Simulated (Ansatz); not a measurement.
# Ti2SiO4: from the start to rest, part 2 of 2

The start is Ti2SiO4, a borrowed structure type, volume estimated. Where does it settle when we relax cell and atoms, and what is it like there?

Ansatz 0.2.0; DFT, PBE, with U_eff = 6.78 eV on Ti d, collinear spin, plane waves, PAW. Relaxing cell and atoms.

## Step 4: The log goes on

The log, continued:

```text
SCF iter   6: F=—  HF=-15812.483549 eV  |F-HF|=—  |Δ(HF+E_count)|=   5.62e-9  Δρ=2.62e-7 (↑2.62e-7 ↓2.60e-7)  dr2=2.43e-10  dr2_m=3.63e-11  M=-0.000 μB ∫|m|=7.958 μB  β_m=0.98  ethr=1.00e-12  ⟨swp⟩=3.0  Hψ=6010  notcnv=0
SCF iter   7: F=—  HF=-15812.483549 eV  |F-HF|=—  |Δ(HF+E_count)|=   2.91e-9  Δρ=1.98e-7 (↑1.98e-7 ↓1.98e-7)  dr2=1.01e-10  dr2_m=2.09e-11  M=-0.000 μB ∫|m|=7.958 μB  β_m=0.99  ethr=1.00e-12  ⟨swp⟩=9.6  Hψ=17484  notcnv=0
SCF iter   8: F=—  HF=-15812.483549 eV  |F-HF|=—  |Δ(HF+E_count)|=  7.99e-10  Δρ=1.84e-7 (↑1.84e-7 ↓1.82e-7)  dr2=1.10e-10  dr2_m=1.41e-11  M=-0.000 μB ∫|m|=7.958 μB  β_m=0.99  ethr=1.00e-12  ⟨swp⟩=7.4  Hψ=13674  notcnv=0
SCF iter   9: F=-15812.483549 eV  HF=-15812.483549 eV  |F-HF|=5.09e-11  |Δ(HF+E_count)|=  4.89e-10  Δρ=1.45e-7 (↑1.45e-7 ↓1.42e-7)  dr2=6.70e-11  dr2_m=9.70e-12  M=-0.000 μB ∫|m|=7.958 μB  ethr=1.00e-12  ⟨swp⟩=7.1  Hψ=13566  notcnv=0
SCF 16 converged in 9 iterations: F = -15812.483549 eV  dr2 = 6.70e-11
relax step  16: F+E_penalty+E_count = -15812.48354925 eV  Δ(F+E_penalty+E_count) = -8.993e-5 eV  max|allowed force component| = 3.150e-4 eV/Å  Δτ_max = 0.0000 Å  P = +0.002 GPa  Ω = 174.514 Å³  stress off target by 4.93e-3 GPa  SCF on the basis re-selected at this cell (its energy is not comparable with the rows above)  (9 SCF iters)
basis re-selected at this cell: Δ(F+E_penalty+E_count) = -8.993e-5 eV, ΔP = +0.000 GPa vs the last step (what re-selecting the basis moved, of the pressure what is left beyond the Pulay correction that the steps carried, after the strain that the cell walked since its last selection, with what the two solves' SCF thresholds leave and, on support functions, any second-order correction that the steps lacked; it is no measure of the basis error at this ecutwfc). This SCF's stress stands 4.93e-3 GPa from its target on what of the cell is left free (relax.cell.stress_tol is 5.00e-2 GPa) and its largest allowed force component is 3.15e-4 eV/Å (relax.f_tol is 1.00e-2 eV/Å): within both
SCF converged after 9 iterations
Magnetization: -0.0000 μB (52.0000 up, 52.0000 down)
Absolute magnetization: 7.9508 μB (∫|ρ↑−ρ↓|, with the PAW one-centre terms)
Spin contamination: 3.9919 ħ² per cell (⟨S²⟩ above its minimum at these occupations)
Per-site moments (μB) at R_I (Å): [(1.465407771561687, 0.9275279945911482), (-1.465406514919751, 0.9275269081060643), (1.465407771561687, 0.9275279945911482), (-1.4654065149197508, 0.9275269081060643), (-8.019700649308688e-9, 0.6815932949318304), (-8.019700596219092e-9, 0.6815932949318311), (0.009342579506985695, 0.6815932949318305), (0.009342579506985898, 0.6815932949318304), (-0.00934257559010288, 0.6815933282938117), (-0.00934257559010291, 0.6815933282938118), (0.009342579506985728, 0.6815932949318317), (0.009342579506985771, 0.6815932949318311), (-0.009342575590102885, 0.6815933282938111), (-0.009342575590102976, 0.6815933282938118)]
Free energy (F): -15812.483549 eV
Harris-Foulkes:  -15812.483549 eV  (|F-HF|=5.09e-11)
Internal energy: -15812.483549 eV  (E = F + TS)
E sigma→0 (E₀):  -15812.483549 eV
Entropy (-TS):   -0.000000 eV (-0.000 meV/atom)
Fermi energy:    9.429170 eV
--- Per-component energies (eV) ---
  E_band       = -821.401288
  E_kinetic    = 2588.047709
  E_local      = -6714.598388  (includes V_loc(G=0)·N_el)
  E_nonlocal   = 486.673122
  E_hartree    = 2581.690594
  E_xc         = -1091.474845
  E_vxc        = -1335.137542  (∫ρ·V_xc dr)
  E_hubbard    = 5.705963  (on-site DFT+U / exact-exchange correction)
  E_vhub       = -21.032252  (the Hubbard potential's part of the band-sum identity)
  E_paw        = -6492.952204  (= ΣΔE_a)
  E_vpaw       = -988.755532  (= ΣTr[D̂ρ^β])
  E_aug_tail   = 0.020376  (compensation charges beyond the density's cutoff)
  E_ewald      = -7175.595875
  E_smearing   = -0.000000  (= −TS)
  E_closure    = 0.000000  (closes the sum)
  Σ components = -15812.483549   (vs F -15812.483549, Δ=0.00e0)
--- Forces (eV/Å), atoms counted from 1 ---
  atom   1  Ti     0.00000000     0.00000000    -0.00030774
  atom   2  Ti     0.00000000     0.00000000     0.00031501
  atom   3  Ti     0.00000000    -0.00000000     0.00030774
  atom   4  Ti     0.00000000    -0.00000000    -0.00031501
  atom   5  Si     0.00000000    -0.00000000     0.00000303
  atom   6  Si     0.00000000     0.00000000    -0.00000303
  atom   7  O     -0.00016170     0.00026550    -0.00012197
  atom   8  O      0.00016170    -0.00026550    -0.00012197
  atom   9  O     -0.00013976    -0.00027238     0.00013458
  atom  10  O      0.00013976     0.00027238     0.00013458
  atom  11  O      0.00016170    -0.00026550     0.00012197
  atom  12  O     -0.00016170     0.00026550     0.00012197
  atom  13  O      0.00013976     0.00027238    -0.00013458
  atom  14  O     -0.00013976    -0.00027238    -0.00013458
  max |Σ_I F_I| component: 0.00e0 eV/Å
--- Stress (GPa, compression-positive) ---
       -0.003977       0.000037       0.000000
        0.000037       0.004312      -0.000000
        0.000000      -0.000000       0.004930
  P = ⅓ Tr σ = 0.0018 GPa (0.018 kbar)
--- Band table (eV; the first three rows and the last of 48) ---
  k-point 0 ↑: bands = ["-47.8554", "-47.8508", "-46.2345", "-46.2288", "-24.2436", "-24.2405", "-24.1961", "-24.1952", "-24.0593", "-24.0136", "-22.6865", "-22.6826", "-22.6506", "-22.6390", "-22.3286", "-22.2881", "-11.1779", "-10.6478", "-9.6471", "-9.5838", "-9.4686", "-9.4630", "-9.3514", "-9.2619", "0.5946", "1.4087", "2.5474", "2.5507", "3.0438", "3.4737", "3.5167", "3.5604", "4.3168", "4.3275", "4.5370", "4.5960", "4.7308", "5.1824", "5.2108", "5.3371", "5.5398", "5.8047", "5.9120", "6.0706", "6.1764", "6.2222", "6.4506", "6.6470", "7.1834", "7.2588", "7.3129", "7.5978", "10.8047", "12.9803", "13.1312", "14.1181", "14.2350", "14.3225", "14.6121", "14.7440", "14.9592", "15.0698", "15.0705", "15.2131", "15.2964", "15.2978", "15.3161", "15.5884"]
  k-point 1 ↑: bands = ["-47.8542", "-47.8508", "-46.2339", "-46.2299", "-24.2434", "-24.2413", "-24.1951", "-24.1946", "-24.0536", "-24.0211", "-22.6864", "-22.6840", "-22.6476", "-22.6398", "-22.3232", "-22.2945", "-11.1031", "-10.7255", "-9.6245", "-9.5827", "-9.4631", "-9.4487", "-9.3815", "-9.3010", "0.7220", "1.2908", "2.7199", "2.7335", "3.1353", "3.3273", "3.5228", "3.7927", "4.1080", "4.3554", "4.5045", "4.6628", "4.7108", "4.9400", "5.2402", "5.3508", "5.4789", "5.5606", "5.8176", "5.9713", "6.2020", "6.2317", "6.2960", "6.5481", "7.1515", "7.3965", "7.4872", "7.5584", "11.3269", "13.0602", "13.0918", "13.6244", "14.2193", "14.3059", "14.4983", "14.9315", "14.9977", "15.0744", "15.0863", "15.1564", "15.2436", "15.3471", "15.4624", "15.5043"]
  k-point 2 ↑: bands = ["-47.8519", "-47.8519", "-46.2321", "-46.2321", "-24.2426", "-24.2426", "-24.1941", "-24.1941", "-24.0383", "-24.0383", "-22.6858", "-22.6858", "-22.6427", "-22.6427", "-22.3093", "-22.3093", "-10.9167", "-10.9167", "-9.5896", "-9.5896", "-9.4395", "-9.4395", "-9.3835", "-9.3835", "1.0148", "1.0148", "3.0239", "3.0239", "3.1724", "3.1724", "3.5686", "3.5686", "4.2931", "4.2931", "4.5818", "4.5818", "4.8100", "4.8100", "5.0585", "5.0585", "5.5724", "5.5724", "5.7512", "5.7512", "6.1189", "6.1189", "6.3969", "6.3969", "7.3133", "7.3133", "7.5941", "7.5941", "12.4108", "12.4108", "13.2190", "13.2190", "14.2439", "14.2439", "14.6345", "14.6345", "14.9864", "14.9864", "15.0978", "15.0978", "15.3452", "15.3452", "15.5970", "15.5970"]
  k-point 23 ↓: bands = ["-47.8506", "-47.8506", "-46.2302", "-46.2302", "-24.2441", "-24.2441", "-24.1949", "-24.1949", "-24.0381", "-24.0381", "-22.6875", "-22.6875", "-22.6422", "-22.6422", "-22.3092", "-22.3092", "-10.7641", "-10.7641", "-9.7890", "-9.7890", "-9.5292", "-9.5292", "-9.2814", "-9.2814", "1.6767", "1.6767", "2.7141", "2.7141", "3.1833", "3.1833", "3.4137", "3.4137", "4.3154", "4.3154", "4.4013", "4.4013", "4.7379", "4.7379", "5.2426", "5.2426", "5.3044", "5.3044", "5.6423", "5.6423", "6.0691", "6.0691", "6.3211", "6.3211", "7.2249", "7.2249", "7.5905", "7.5905", "13.0529", "13.0529", "13.6558", "13.6558", "14.1007", "14.1007", "14.3295", "14.3295", "14.9298", "14.9298", "15.0249", "15.0249", "15.3440", "15.3440", "15.6088", "15.6088"]
Occupation matrices written to <dir>
--- Relaxed structure (13 steps of the walk, 13 accepted, 3 SCFs on fresh bases) ---
  F+E_penalty+E_count = -15812.48354925 eV   max|allowed force component| = 3.150e-4 eV/Å   (the final SCF, on the basis selected at the relaxed cell)
  cell:  # Å, volume = 174.5139 Å³
    - [-2.9898947511397993, -6.916264420150745e-7, 4.856661764046829]
    - [2.9898947511397993, 6.916264420755512e-7, 4.856661764046829]
    - [2.989896105748516, 6.009057436349469, 3.522383522316383e-17]
  atoms:
    - { symbol: Ti, position: [0.44037137660212744, 0.44037137660212744, 0.25000000000000006] }
    - { symbol: Ti, position: [0.8096279363173157, 0.8096279363173157, 0.25000000000000006] }
    - { symbol: Ti, position: [0.5596286233978727, 0.5596286233978727, 0.7499999999999999] }
    - { symbol: Ti, position: [0.19037206368268417, 0.19037206368268428, 0.7499999999999999] }
    - { symbol: Si, position: [0.12499956362701713, 0.12499956362701713, 0.25000000000000006] }
    - { symbol: Si, position: [0.8750004363729833, 0.8750004363729833, 0.7499999999999999] }
    - { symbol: O, position: [0.3200369842587123, 0.14400433017431127, 0.10691495835944613] }
    - { symbol: O, position: [0.14400433017431133, 0.3200369842587123, 0.39308504164055397] }
    - { symbol: O, position: [0.2490805781528888, 0.7868766967886045, 0.3930847434907448] }
    - { symbol: O, position: [0.7868766967886045, 0.24908057815288887, 0.10691525650925517] }
    - { symbol: O, position: [0.6799630157412877, 0.8559956698256888, 0.8930850416405539] }
    - { symbol: O, position: [0.8559956698256888, 0.6799630157412877, 0.6069149583594461] }
    - { symbol: O, position: [0.7509194218471114, 0.21312330321139566, 0.6069152565092552] }
    - { symbol: O, position: [0.2131233032113959, 0.7509194218471111, 0.893084743490745] }
--- Löwdin populations: 14 sites ---
  site symbol       q [e]    m [muB]
     0     Ti     10.7587     1.9674
     1     Ti     10.7587    -1.9674
     2     Ti     10.7587     1.9674
     3     Ti     10.7587    -1.9674
     4     Si      2.4689     0.0000
     5     Si      2.4689     0.0000
     6      O      6.9047     0.0086
     7      O      6.9047     0.0086
     8      O      6.9047    -0.0086
     9      O      6.9047    -0.0086
    10      O      6.9047     0.0086
    11      O      6.9047     0.0086
    12      O      6.9047    -0.0086
    13      O      6.9047    -0.0086
  spilling = 0.007591 (of n_electrons = 104.000000)
--- Bader charges: 14 sites ---
  site symbol  charge [e]  shift [e]    m [muB]
     0     Ti      1.6323     0.0007     1.8073
     1     Ti      1.6323     0.0007    -1.8073
     2     Ti      1.6323     0.0007     1.8073
     3     Ti      1.6323     0.0007    -1.8073
     4     Si      3.2176     0.0111     0.0000
     5     Si      3.2177     0.0111     0.0000
     6      O     -1.6206     0.0031    -0.0170
     7      O     -1.6206     0.0031    -0.0170
     8      O     -1.6206     0.0031     0.0170
     9      O     -1.6206     0.0031     0.0170
    10      O     -1.6205     0.0031    -0.0170
    11      O     -1.6205     0.0031    -0.0170
    12      O     -1.6205     0.0031     0.0170
    13      O     -1.6205     0.0031     0.0170
  estimated error of the sums over rays = 5.1e-4 e
```

Run time: 10 min. Hardware: 2 threads of Arm Neoverse V2, shared host; peak memory 0.91 GiB.

Step by step:

```tsv
step	energy from step 1 (eV/cell)	largest force component (eV/Å)	pressure (GPa)	volume (Å³)
1	0.0000	1.6603	15.09	160.18
2	-1.6425	0.6910	3.23	174.83
3	-2.1373	0.5379	0.32	176.63
4	-2.3597	0.4702	0.13	175.13
5	-2.4060	0.7604	2.83	170.32
6	-2.5629	0.2157	-0.34	174.30
7	-2.5956	0.0806	-0.13	173.64
8	-2.6005	0.0239	0.08	173.28
9	-2.6003	0.0078	-0.04	173.39
10	-2.6004	0.0019	0.00	173.38
11	-2.6877	0.0020	0.79	173.38
12	-2.6868	0.0143	-0.07	174.58
13	-2.6873	0.0072	0.03	174.49
14	-2.6915	0.0074	0.04	174.49
15	-2.6914	0.0003	0.00	174.51
16	-2.6915	0.0003	0.00	174.51
```

Step 1 is the start. Steps 11, 14, 16 repeat the geometry before on a plane-wave basis chosen anew for that cell, so the energy can jump there without any move; the table keeps such jumps.

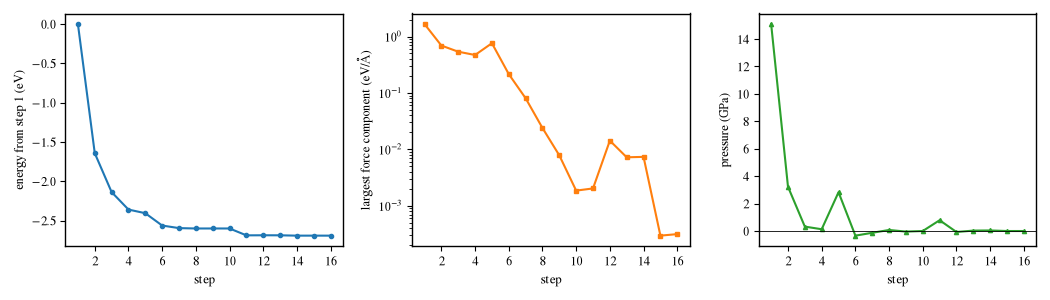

Energy, largest force and pressure along the relaxation.

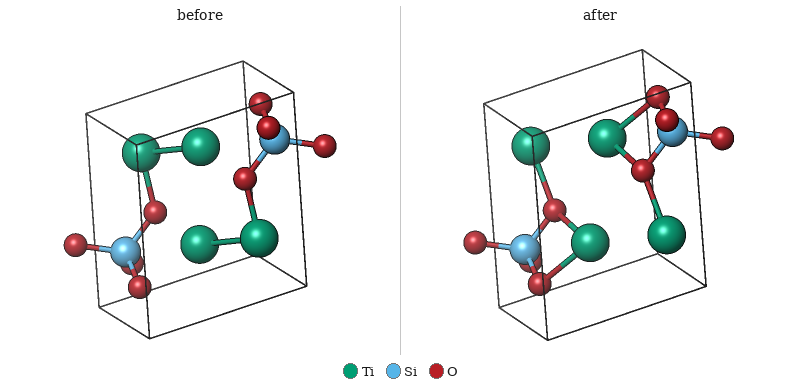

Before and after, at one scale. Each atom of the cell is drawn once.

| input's cell | before | after | change |
| --- | --- | --- | --- |
| a (Å) | 5.668 | 5.703 | +0.6 % |
| b (Å) | 5.668 | 5.703 | +0.6 % |
| c (Å) | 6.371 | 6.712 | +5.3 % |
| α (°) | 76.56 | 76.49 | -0.06° |
| β (°) | 103.44 | 103.51 | +0.06° |
| γ (°) | 61.48 | 63.24 | +1.75° |
| volume (Å³/atom) | 11.44 | 12.47 | +8.9 % |

The largest move, 0.40 Å, apart from the change of the cell, is shared by several atoms, Ti1 among them.

## Step 5: Density of states

States per cell by energy window, from dos.tsv and pdos.tsv (tetrahedra; eV from the Fermi level):

```tsv
from	to	total	up	down	O p	Ti s	Ti d
-9.0	-8.0	2.27	1.14	1.14	1.47	0.08	0.12
-8.0	-7.0	1.72	0.86	0.86	1.12	0.03	0.07
-7.0	-6.0	8.61	4.31	4.31	6.12	0.30	0.73
-6.0	-5.0	7.44	3.72	3.72	5.79	0.36	0.49
-5.0	-4.0	13.65	6.82	6.82	11.54	0.25	1.29
-4.0	-3.0	12.25	6.13	6.13	10.71	0.08	1.21
-3.0	-2.0	6.13	3.07	3.07	3.00	0.03	2.99
-2.0	-1.0	3.90	1.95	1.95	1.35	0.06	2.41
-1.0	0.0	0.00	0.00	0.00	0.00	0.00	0.00
0.0	1.0	0.00	0.00	0.00	0.00	0.00	0.00
1.0	2.0	0.05	0.03	0.03	0.00	0.03	0.00
2.0	3.0	0.69	0.35	0.35	0.07	0.33	0.08
3.0	4.0	5.04	2.52	2.52	0.30	0.98	2.70
4.0	5.0	8.18	4.09	4.09	0.39	0.42	6.00
```

On the mesh the valence top lies at -1.77 eV and the conduction bottom at 1.38 eV on this scale.

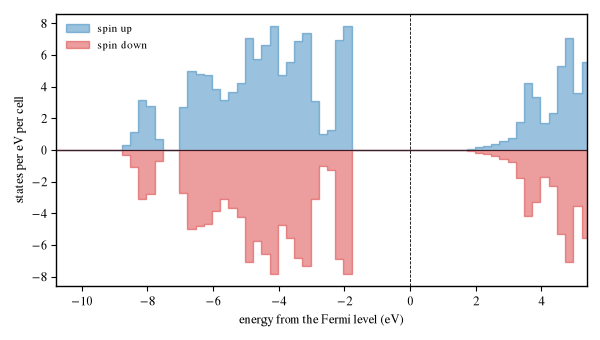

Density of states by spin, in bins of 0.25 eV.

## Step 6: Charges and moments

By element, from the tables in the log (a charge is positive for electrons lost): Löwdin charges also hold the electrons that the projection spills.

```tsv
element	atoms	Bader charge (e)	Bader volume (Å³)	Löwdin charge (e)	Bader moment, size (μB)
Ti	4	+1.63	12.4	+1.24	1.81
Si	2	+3.22	3.1	+1.53	0.00
O	8	-1.62	14.9	-0.91	0.02
```

The Löwdin projection spills 0.8 % of the electrons and depends on the orbitals chosen; where it disagrees with Bader's partition, neither is an observable.

Eigenvalues of the corrected shells' occupation matrices:

```tsv
atom	shell	spin	eigenvalues
Ti1	d	up	0.04 0.06 0.09 0.98 0.99
Ti1	d	down	0.02 0.03 0.04 0.06 0.08
Ti2	d	up	0.02 0.03 0.04 0.06 0.08
Ti2	d	down	0.04 0.06 0.09 0.98 0.99
Ti3	d	up	0.04 0.06 0.09 0.98 0.99
Ti3	d	down	0.02 0.03 0.04 0.06 0.08
Ti4	d	up	0.02 0.03 0.04 0.06 0.08
Ti4	d	down	0.04 0.06 0.09 0.98 0.99
```

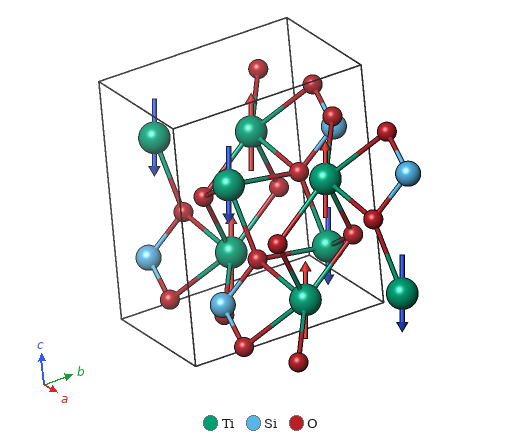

Site moments over 0.3 μB, as arrows (short ones can be hidden in their spheres; values hang on how the density is shared out, so they can differ from the log's spheres): up red, down blue; without spin-orbit coupling their axis is free, so they are drawn up the page.

## Step 7: Maps of the fields

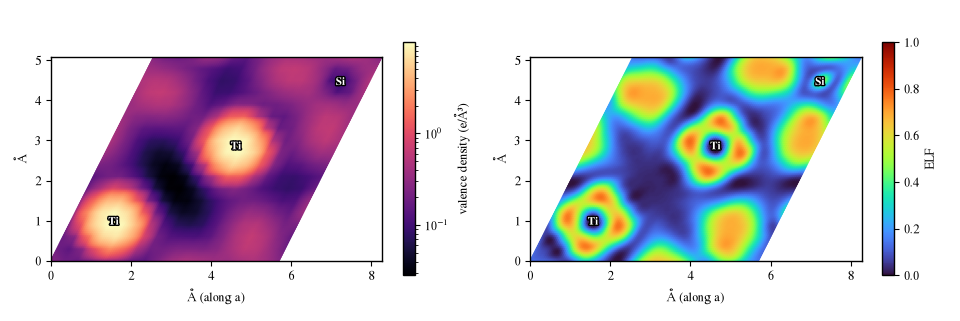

Valence density (left, log scale) and ELF (right) in the plane spanned by a and b at height 0.750 along c (axes of the input's cell); atoms within 0.2 Å are lettered. These are the smooth PAW fields, not the true ones near the nuclei.

Along short contacts, where the density is least:

```tsv
contact	length (Å)	minimum at (fraction)	density (e/Å³)	ELF
Si5–O7	1.652	none clear	–	–
Ti2–O11	2.249	0.47	0.304	0.05
```

## Step 8: Results

This closing draws on all 2 parts.

| quantity | value |
| --- | --- |
| moves | 12 |
| energy gained | 185.7 meV/atom |
| largest move | 0.40 Å (Ti) |
| space group (0.01 Å), before / after | Fddd / Fddd |
| cell | a = 5.703 Å, b = 5.703 Å, c = 6.712 Å, α = 76.49°, β = 103.51°, γ = 63.24° |
| volume | 12.47 Å³/atom (+8.9 %) |
| pressure at the end | 0.00 GPa |
| gap (mesh) | 3.14 eV, indirect |
| least direct gap | 3.21 eV |
| Bader charges | Ti +1.63, Si +3.22, O -1.62 e |
| net moment | 0.00 μB per cell |
| largest moment | 1.81 μB on Ti (Bader basin) |

The volume grew by 8.9 %, and the largest move of an atom is 0.40 Å apart from the change of the cell; the energy fell by 185.7 meV per atom. The run held to 4 symmetry operations, so a lower structure without them is not ruled out. The levels show a gap of 3.14 eV, with the least direct gap at 3.21 eV; within 0.7 eV of the edges the states project mainly on Ti d (65 %) and O p (32 %) below and Ti s (55 %) and O s (27 %) above. Si loses most charge (+3.22 e on average) and O gains most (-1.62 e). The moments, up to 1.81 μB on Ti, are compensated: the net moment is 0.00 μB per cell against 7.95 μB of absolute spin density.

Limits of this run: one start, so the state may not be the lowest.
